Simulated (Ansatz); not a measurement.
AlN (wurtzite)

```
AlN
1.0
    3.12980     0.00000     0.00000
   -1.56490     2.71049     0.00000
    0.00000     0.00000    10.03466
Al N
4 4
Cartesian
  1.56490   0.90350   0.01692
  1.56490   0.90350   5.03425
  0.00000   1.80699   2.52558
  0.00000   1.80699   7.54291
  1.56490   0.90350   3.11992
  1.56490   0.90350   8.13725
  0.00000   1.80699   0.61125
  0.00000   1.80699   5.62858
```

A phonon eigenvector at A = (0.0, 0.0, 0.5) is frozen into this cell: atom i moves by Q times the vector below, so Q is the largest atomic displacement, in Å. The cell is held. It is one choice among 2 degenerate patterns. (q is in reciprocal vectors of the primitive cell; the cell shown is doubled to hold the pattern.)

| atom | x | y | z |
|---|---|---|---|
| Al1 | 0.000 | 0.000 | -0.474 |
| Al2 | 0.000 | 0.000 | 0.474 |
| Al3 | 0.000 | 0.000 | -0.167 |
| Al4 | 0.000 | 0.000 | 0.167 |
| N5 | 0.000 | 0.000 | -0.425 |
| N6 | 0.000 | 0.000 | 0.425 |
| N7 | 0.000 | 0.000 | 1.000 |
| N8 | 0.000 | 0.000 | -1.000 |

All values below come from PBE (plane waves to 420 eV, PAW, scalar-relativistic; Ansatz, a program for electronic structure). k mesh 12×12×4 (Γ-centred), Fermi-Dirac smearing 0.05 eV. E stands for the smeared free energy. AlN was relaxed with its symmetry unable to fall. The PAW data are Ansatz's earlier set. The zero of ΔE is the undisplaced structure.

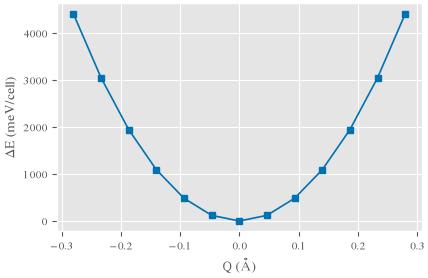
Fig. 1. ΔE (meV/cell) against Q (Å); markers are the computed points, lines only join them.

Problem. What is the energy change at Q = 0.280 Å?

Solution. About 4400 meV/cell.

Problem. What harmonic wavenumber does the curvature at Q = 0 give?

Solution. About 800 cm⁻¹.

(A displaced cell: forces are minus the slopes of the energy, force constants its curvatures, and phonons follow from these.)
